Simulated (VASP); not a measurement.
Band structure of SiRh (space group P6_3/mmc). All values below come from PBE GGA, VASP's PBE PAW potentials (set 64) (plane waves; VASP).

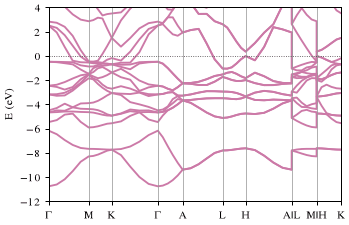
*Bands along high-symmetry lines, zero at the valence-band maximum or, without a gap, the Fermi level*

Problem. Read the plot: is there a gap, and where are the band edges?

Solution. It has no gap at this level: it comes out as a metal or semimetal.

The structure was generated: SiRh was put into an ordered model structure, which need not be its known phase. The cell was not relaxed at this level. The k-mesh is coarse (spacing up to 0.39 per Å, 2π included), so the numbers may not be converged in it.
